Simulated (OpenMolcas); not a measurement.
## Run report: Au³⁺ complex, multiconfigurational calculation

- system: Au³⁺ with 6 ligands (F; octahedron, 2.082 Å), embedded in K2NaGaF6 by model potentials and point charges, whose field is part of the energies.
- method: state-averaged CASSCF, active space 8 electrons in the shell 5d, basis ANO-RCC-VTZP on the metal and ANO-RCC-VDZP on the ligands, DKH2 scalar Hamiltonian, spin-orbit coupling by RASSI with atomic mean-field integrals (OpenMolcas)

Log (extracts):
```
--- SEWARD ---
Basis set label: AU.ANO-RCC...8S7P5D3F1G.

      Electronic valence basis set:
      ------------------
      Associated Effective Charge  79.000000 au
      Associated Actual Charge     79.000000 au
      Nuclear Model: Point charge

      Shell  nPrim  nBasis  Cartesian Spherical Contaminant
         s      24       8        X
         p      21       7        X
         d      15       5                 X
         f      11       3                 X
         g       4       1                 X
                  Relativistic Douglas-Kroll-Hess integrals:
                    - DKH order of Hamiltonian: 2
                    - DKH order of Properties : 0
                  Atomic mean-field integrals
--- RASSCF ---
Wave function specifications:
      -----------------------------

      Number of closed shell electrons         128
      Number of electrons in active shells       8
      Max number of holes in RAS1 space          0
      Max nr of electrons in RAS3 space          0
      Number of inactive orbitals               64
      Number of active orbitals                  5
      Number of secondary orbitals             123
      Spin quantum number                      1.0
      State symmetry                             1
Orbital specifications:
      -----------------------

      Symmetry species                           1   2
                                                ag  au
      Frozen orbitals                            0   0
      Inactive orbitals                         30  34
      Active orbitals                            5   0
      RAS1 orbitals                              0   0
      RAS2 orbitals                              5   0
      RAS3 orbitals                              0   0
      Secondary orbitals                        61  62
      Deleted orbitals                           0   0
      Number of basis functions                 96  96
      Number of CSFs                            10
      Number of root(s) required                10
      Iter CI   SX   CI       RASSCF       Energy    max ROT     max BLB   max BLB  Level Ln srch  Step   QN
          iter iter root      energy       change     param      element    value   shift minimum  type update
 Nr of preliminary CI iterations:   1
      Total energies have been shifted. Add               -19000.00 au
        1   1   10    0  -590.61348498    0.00E+00  -8.48E-02   33  48 1  4.49E-01*  1.45   0.00    SX    NO
        2   1   11    0  -591.50402532   -8.91E-01* -9.41E-02   22  42 2  1.59E-01*  1.14   0.00    SX    NO
        3   1   11    0  -591.67805105   -1.74E-01* -6.25E-02   22  42 2  6.57E-02*  1.00   0.00    SX    NO
        4   1   10    0  -591.71389034   -3.58E-02* -3.64E-02   18  45 1  3.64E-02*  0.94   0.00    SX    NO
        5   1   10    0  -591.72419670   -1.03E-02* -3.75E-02   18  45 1  2.23E-02*  0.92   2.25    LS   YES
        6   1    9    0  -591.72868099   -4.48E-03*  1.57E-02   32  47 1 -9.81E-03*  0.89   1.21    QN   YES
        7   1    9    0  -591.72986781   -1.19E-03*  1.05E-02   32  47 1 -7.70E-03*  0.89   1.70    LS   YES
        8   1    9    0  -591.73010928   -2.41E-04*  2.49E-03   13  48 2  7.19E-03*  0.88   1.05    QN   YES
        9   1    9    0  -591.73034396   -2.35E-04*  8.82E-04   33  54 1 -2.68E-03*  0.88   1.14    QN   YES
       10   1    8    0  -591.73037441   -3.05E-05*  7.29E-04   18  45 1 -5.65E-04*  0.88   1.11    QN   YES
       11   1    7    0  -591.73037842   -4.01E-06*  5.23E-04   18  45 1 -3.64E-04*  0.88   1.72    LS   YES
       12   1    7    0  -591.73037921   -7.91E-07* -2.01E-04   32  53 1  2.43E-04*  0.88   0.95    QN   YES
       13   1    7    0  -591.73037990   -6.87E-07* -1.59E-04   18  45 1 -1.44E-04*  0.88   1.79    LS   YES
       14   1    6    0  -591.73038006   -1.63E-07* -1.28E-04   34  44 2 -1.17E-04*  0.88   0.99    QN   YES
       15   1    6    0  -591.73038017   -1.13E-07* -8.50E-05   34  44 2 -4.80E-05   0.88   1.66    LS   YES
       16   1    6    0  -591.73038020   -2.51E-08*  3.73E-05   35  50 1  2.89E-05   0.88   1.09    QN   YES
       17   1    5    0  -591.73038021   -1.28E-08*  3.34E-05   18  59 1  1.76E-05   0.88   2.50    QN   YES
       18   1    5    0  -591.73038022   -4.95E-09  -4.82E-06    7  55 2  4.14E-06   0.88   1.07    QN   YES
      Convergence after 18 iterations
       19   1    5    0  -591.73038022   -1.46E-10  -4.82E-06   34  44 2  1.50E-06   0.88   1.07    QN   YES
      Natural orbitals and occupation numbers for root  1
      sym 1:   2.000000   2.000000   1.000000   2.000000   1.000000
      Natural orbitals and occupation numbers for root  2
      sym 1:   2.000000   1.039434   1.960566   1.960566   1.039434
      Natural orbitals and occupation numbers for root  3
      sym 1:   1.960636   2.000000   1.039364   1.039364   1.960636
::    RASSCF root number  1 Total energy: -19591.86475147
::    RASSCF root number  2 Total energy: -19591.76584847
::    RASSCF root number  3 Total energy: -19591.76584847
::    RASSCF root number  4 Total energy: -19591.76584847
::    RASSCF root number  5 Total energy: -19591.72968087
::    RASSCF root number  6 Total energy: -19591.72968087
::    RASSCF root number  7 Total energy: -19591.72968086
::    RASSCF root number  8 Total energy: -19591.65082090
::    RASSCF root number  9 Total energy: -19591.65082090
::    RASSCF root number 10 Total energy: -19591.65082090
--- RASSCF ---
Wave function specifications:
      -----------------------------

      Number of closed shell electrons         128
      Number of electrons in active shells       8
      Max number of holes in RAS1 space          0
      Max nr of electrons in RAS3 space          0
      Number of inactive orbitals               64
      Number of active orbitals                  5
      Number of secondary orbitals             123
      Spin quantum number                      0.0
      State symmetry                             1
Orbital specifications:
      -----------------------

      Symmetry species                           1   2
                                                ag  au
      Frozen orbitals                            0   0
      Inactive orbitals                         30  34
      Active orbitals                            5   0
      RAS1 orbitals                              0   0
      RAS2 orbitals                              5   0
      RAS3 orbitals                              0   0
      Secondary orbitals                        61  62
      Deleted orbitals                           0   0
      Number of basis functions                 96  96
      Number of CSFs                            15
      Number of root(s) required                15
      Iter CI   SX   CI       RASSCF       Energy    max ROT     max BLB   max BLB  Level Ln srch  Step   QN
          iter iter root      energy       change     param      element    value   shift minimum  type update
 Nr of preliminary CI iterations:   1
      Total energies have been shifted. Add               -19000.00 au
        1   1    9    0  -591.67711644    0.00E+00   9.88E-03   32  47 1 -4.73E-03*  0.91   0.00    SX    NO
        2   1    9    0  -591.67774738   -6.31E-04*  7.43E-03   32  47 1 -3.43E-03*  0.90   0.00    SX    NO
        3   1    9    0  -591.67808083   -3.33E-04*  5.75E-03   27  32 1 -2.48E-03*  0.90   0.00    SX    NO
        4   1    8    0  -591.67826674   -1.86E-04* -4.45E-03   27  32 1 -1.92E-03*  0.90   0.00    SX    NO
        5   1    8    0  -591.67837273   -1.06E-04* -6.45E-03   27  32 1 -1.49E-03*  0.90   2.50    LS   YES
        6   1    8    0  -591.67847490   -1.02E-04* -7.30E-03   24  45 1 -1.08E-03*  0.90   2.17    LS   YES
        7   1    7    0  -591.67851678   -4.19E-05* -7.01E-04   24  45 1 -9.34E-04*  0.89   1.04    QN   YES
        8   1    7    0  -591.67852018   -3.41E-06* -1.04E-03   24  45 1 -5.91E-04*  0.90   2.50    LS   YES
        9   1    7    0  -591.67852249   -2.30E-06*  5.92E-04   32  47 1  2.43E-04*  0.90   1.19    QN   YES
       10   1    6    0  -591.67852298   -4.89E-07* -1.19E-04   14  50 2  7.80E-05   0.90   1.09    QN   YES
       11   1    6    0  -591.67852303   -5.00E-08*  1.64E-05   32  44 2 -3.35E-05   0.90   1.13    QN   YES
       12   1    5    0  -591.67852304   -1.02E-08* -1.31E-05   32  44 2 -1.55E-05   0.90   1.33    QN   YES
       13   1    4    0  -591.67852304   -1.32E-09  -2.35E-06   32  44 2 -5.49E-06   0.90   1.17    QN   YES
      Convergence after 13 iterations
       14   1    4    0  -591.67852304    1.09E-11  -2.35E-06   24  51 1  1.95E-06   0.90   1.17    QN   YES
      Natural orbitals and occupation numbers for root  1
      sym 1:   1.996480   1.998987   1.002645   1.002645   1.999243
      Natural orbitals and occupation numbers for root  2
      sym 1:   1.999994   1.997486   1.002645   1.002645   1.997230
      Natural orbitals and occupation numbers for root  3
      sym 1:   1.975051   1.975051   1.037423   1.037423   1.975051
::    RASSCF root number  1 Total energy: -19591.81042798
::    RASSCF root number  2 Total energy: -19591.81042798
::    RASSCF root number  3 Total energy: -19591.76464366
::    RASSCF root number  4 Total energy: -19591.71551011
::    RASSCF root number  5 Total energy: -19591.71551011
::    RASSCF root number  6 Total energy: -19591.71551011
::    RASSCF root number  7 Total energy: -19591.69802412
::    RASSCF root number  8 Total energy: -19591.69802412
::    RASSCF root number  9 Total energy: -19591.69802412
::    RASSCF root number 10 Total energy: -19591.60577418
::    RASSCF root number 11 Total energy: -19591.60577418
::    RASSCF root number 12 Total energy: -19591.60577418
::    RASSCF root number 13 Total energy: -19591.60488953
::    RASSCF root number 14 Total energy: -19591.60488953
::    RASSCF root number 15 Total energy: -19591.52464167
--- RASSI ---
SPIN-FREE ENERGIES:
  (Shifted by EMIN (a.u.) =     -19591.8647514708)

 SF State       Relative EMIN(au)   Rel lowest level(eV)    D:o, cm**(-1)

     1             0.0000000000        0.0000000000              0.0000
    11             0.0543234886        1.4782174292          11922.6276
    12             0.0543234886        1.4782174292          11922.6276
     4             0.0989030003        2.6912877415          21706.6995
     2             0.0989030003        2.6912877415          21706.6995
     3             0.0989030003        2.6912877415          21706.6995
    13             0.1001078143        2.7240724022          21971.1256
     5             0.1350706056        3.6754584191          29644.5714
     6             0.1350706056        3.6754584191          29644.5714
     7             0.1350706056        3.6754584191          29644.5714
    14             0.1492413609        4.0610643150          32754.6927
    15             0.1492413609        4.0610643150          32754.6927
    16             0.1492413609        4.0610643150          32754.6927
    17             0.1667273462        4.5368822144          36592.4228
    18             0.1667273462        4.5368822144          36592.4228
    19             0.1667273462        4.5368822144          36592.4228
     8             0.2139305743        5.8213474881          46952.3339
     9             0.2139305743        5.8213474881          46952.3339
    10             0.2139305743        5.8213474881          46952.3339
    20             0.2589772946        7.0471311918          56838.9463
    21             0.2589772946        7.0471311918          56838.9463
    22             0.2589772946        7.0471311918          56838.9463
    23             0.2598619451        7.0712037598          57033.1046
    24             0.2598619451        7.0712037598          57033.1046
    25             0.3401098048        9.2548592646          74645.4740
     Dipole printing threshold changed to   1.00000000E+00
Eigenvalues of complex Hamiltonian:
   -----------------------------------
  (Shifted by EMIN (a.u.) =     -19591.8647514708)

 SO State       Relative EMIN(au)   Rel lowest level(eV)    D:o, cm**(-1)

     1            -0.0117949651        0.0000000002              0.0000
     2            -0.0117949651        0.0000000002              0.0000
     3            -0.0117949651        0.0000000000              0.0000
     4             0.0359079694        1.2980629761          10469.5840
     5             0.0359079694        1.2980629755          10469.5840
     6             0.0782106267        2.4491769228          19753.9441
     7             0.0807725763        2.5188911238          20316.2270
     8             0.0807725764        2.5188911248          20316.2270
     9             0.0807725764        2.5188911245          20316.2270
    10             0.0808542301        2.5211130360          20334.1480
    11             0.0808542301        2.5211130372          20334.1480
    12             0.0962127458        2.9390395388          23704.9525
    13             0.0962127458        2.9390395384          23704.9525
    14             0.0962127458        2.9390395381          23704.9525
    15             0.1104460048        3.3263462464          26828.7918
    16             0.1343052513        3.9755894184          32065.2911
    17             0.1343052513        3.9755894188          32065.2911
    18             0.1343052513        3.9755894198          32065.2911
    19             0.1361039127        4.0245334901          32460.0517
    20             0.1361039127        4.0245334895          32460.0517
    21             0.1361039127        4.0245334897          32460.0517
    22             0.1421054125        4.1878426187          33777.2286
    23             0.1493162067        4.3840583237          35359.8150
    24             0.1493162067        4.3840583238          35359.8150
    25             0.1495047316        4.3891883485          35401.1915
    26             0.1495047316        4.3891883477          35401.1915
    27             0.1495047316        4.3891883479          35401.1915
    28             0.1706626694        4.9649251669          40044.8221
    29             0.1706626694        4.9649251667          40044.8221
    30             0.1706626694        4.9649251668          40044.8221
    31             0.2002983723        5.7713537248          46549.1070
    32             0.2155493634        6.1863543333          49896.3127
    33             0.2155493634        6.1863543340          49896.3127
    34             0.2155493634        6.1863543337          49896.3127
    35             0.2245185240        6.4304176270          51864.8159
    36             0.2245185239        6.4304176255          51864.8159
    37             0.2272507613        6.5047655930          52464.4727
    38             0.2272507613        6.5047655908          52464.4727
    39             0.2272507613        6.5047655924          52464.4727
    40             0.2714926837        7.7086496312          62174.4523
    41             0.2714926838        7.7086496322          62174.4523
Weights of the five most important spin-orbit-free states for each spin-orbit state.

 SO State  Total energy (au)           Spin-free states, spin, and weights
 -------------------------------------------------------------------------------------------------------
    1        -0.011795       1 1.0  0.9123    2 1.0  0.0354    3 1.0  0.0189    4 1.0  0.0167   16 0.0  0.0118
    2        -0.011795       1 1.0  0.9123    4 1.0  0.0354    3 1.0  0.0347   15 0.0  0.0101   14 0.0  0.0027
    3        -0.011795       1 1.0  0.9123    2 1.0  0.0347    4 1.0  0.0189    3 1.0  0.0174   14 0.0  0.0093
    4         0.035908      12 0.0  0.7040   11 0.0  0.0934    4 1.0  0.0926    2 1.0  0.0645    6 1.0  0.0183
    5         0.035908      11 0.0  0.7040    3 1.0  0.1029   12 0.0  0.0934    2 1.0  0.0438    7 1.0  0.0159
    6         0.078211      13 0.0  0.6718    6 1.0  0.1057    5 1.0  0.1057    7 1.0  0.1057    9 1.0  0.0030
    7         0.080773       4 1.0  0.3985    3 1.0  0.3880    6 1.0  0.0605    7 1.0  0.0604   17 0.0  0.0481
    8         0.080773       4 1.0  0.3968    2 1.0  0.3885    5 1.0  0.0605    7 1.0  0.0596   18 0.0  0.0467
    9         0.080773       2 1.0  0.3980    3 1.0  0.3973    5 1.0  0.0605    6 1.0  0.0596   19 0.0  0.0467
   10         0.080854       4 1.0  0.3982    6 1.0  0.1722    2 1.0  0.1670    5 1.0  0.1122   12 0.0  0.0680
   11         0.080854       3 1.0  0.3592    2 1.0  0.2449    7 1.0  0.1874    5 1.0  0.0819   11 0.0  0.0680
   12         0.096213       3 1.0  0.3246    4 1.0  0.3218    7 1.0  0.0853    6 1.0  0.0838   15 0.0  0.0728
```

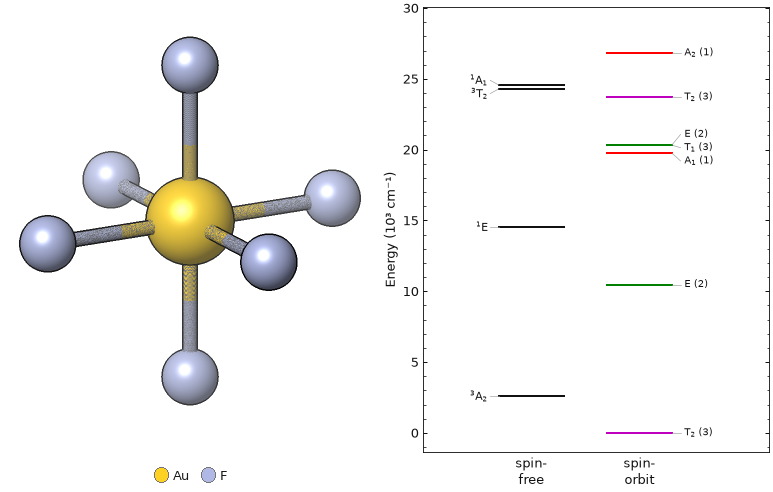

Figure 1. Au³⁺ (5d⁸) as a dopant in K₂NaGaF₆, a cluster with its 6 nearest F⁻ at 2.082 Å (octahedron) embedded in model potentials and point charges; the geometry was set, not optimised, and its levels. Labels give the representation in O, Td, D4 or D3 as the site allows (double group for half-integer spin) where it could be assigned and, in brackets, the degeneracy; spin-free states, where drawn, share the zero of the spin-orbit levels. The ground level is T₂, 3-fold degenerate, 98 % from states of spin multiplicity 3. The next level lies at 10,500 cm⁻¹ (E). The lowest spin-free state is ³A₂; of the same spin there follows at 21,700 cm⁻¹ (³T₂) above it. The active orbitals hold 76 to 91 % metal character (Löwdin), and the Mulliken charge of the metal is +1.74.

Input:
```
&GATEWAY
Basis set
Au.ANO-RCC-VTZP.
Au1 0.0 0.0 0.0 Angstrom
End of basis
Basis set
F.ANO-RCC-VDZP.
L1 2.082000 0.000000 0.000000 Angstrom
L2 0.000000 2.082000 0.000000 Angstrom
L3 0.000000 0.000000 2.082000 Angstrom
End of basis
Basis set
Na.EMB-AIMP.Barandiaran.6s3p.1s1p.ECP.K2NaGaF6.
PseudoCharge
* 3 symmetry-unique lattice sites within 7.6 angstrom
End of basis
Basis set
K.EMB-AIMP.Barandiaran.0s.0s.ECP.K2NaGaF6.
PseudoCharge
* 16 symmetry-unique lattice sites within 7.6 angstrom
End of basis
Basis set
Na.EMB-AIMP.Barandiaran.0s.0s.ECP.K2NaGaF6.
PseudoCharge
* 4 symmetry-unique lattice sites within 7.6 angstrom
End of basis
Basis set
F.EMB-AIMP.Barandiaran.0s.0s.ECP.K2NaGaF6.
PseudoCharge
* 39 symmetry-unique lattice sites within 7.6 angstrom
End of basis
Basis set
Ga.EMB-AIMP.Barandiaran.0s.0s.ECP.K2NaGaF6.
PseudoCharge
* 6 symmetry-unique lattice sites within 7.6 angstrom
End of basis
Symmetry
XYZ
AngMom=0.0 0.0 0.0
AMFI
RICD
XField
1521 Angstrom 0
* Evjen-weighted lattice charges
&SEWARD
&RASSCF
FileOrb=start.orb
Symmetry=1
Spin=3
nActEl=8 0 0
Inactive=30 34
Ras2=5 0
CIRoot=10 10 1
SDav=10
CIMx=300
Iter=150 100
PrWF=0.3
OrbListing=Nothing
MaxOrb=0
LevShft=1.0
>>> COPY $Project.JobIph JOB001
&RASSCF
FileOrb=start.orb
Symmetry=1
Spin=1
nActEl=8 0 0
Inactive=30 34
Ras2=5 0
CIRoot=15 15 1
SDav=15
CIMx=300
Iter=150 100
PrWF=0.3
OrbListing=Nothing
MaxOrb=0
LevShft=1.0
>>> COPY $Project.JobIph JOB002
&RASSI
NrOfJobIphs=2 10 15
1 2 3 4 5 6 7 8 9 10
1 2 3 4 5 6 7 8 9 10 11 12 13 14 15
IphNames
JOB001
JOB002
EJob
SpinOrbit
DIPRint=1.0
SOCoupling=1000.0
Subsets=2
Property=9
'ANGMOM' 1 'ANGMOM' 2 'ANGMOM' 3 'MLTPL  1' 1 'MLTPL  1' 2 'MLTPL  1' 3
'AMFI' 1 'AMFI' 2 'AMFI' 3
SOProperty=3
'ANGMOM' 1 'ANGMOM' 2 'ANGMOM' 3
```

The file start.orb holds starting orbitals from an earlier step. A driver script formed the levels outside the program, from RASSI's spin-orbit matrix and the active-space energies, averaged over the components of each term or state.

Launched with:
```bash
OMP_NUM_THREADS=1 MOLCAS_MEM=2457 MOLCAS_PROJECT=a pymolcas a.inp > a.log  # once for each step of the input, in one work folder
```

Summary:

| quantity | value |
| --- | --- |
| outcome | converged |
| energy of the lowest spin-free term | −19591.86475 hartree |
| energy of the lowest spin-orbit level | −19591.87655 hartree |
| largest spread among components of a term | 0.0 cm⁻¹ |
| hardware | 1 thread of Arm Neoverse V1, 24 GiB of memory available, shared host |
| wall time | 56 s |

Remarks:

Without dynamic correlation the splittings between terms come out too large, often by 20 to 50 %. Caveats: covalent bonds, ligand orbitals missing from the active space; the geometry is set by hand, with no relaxation.
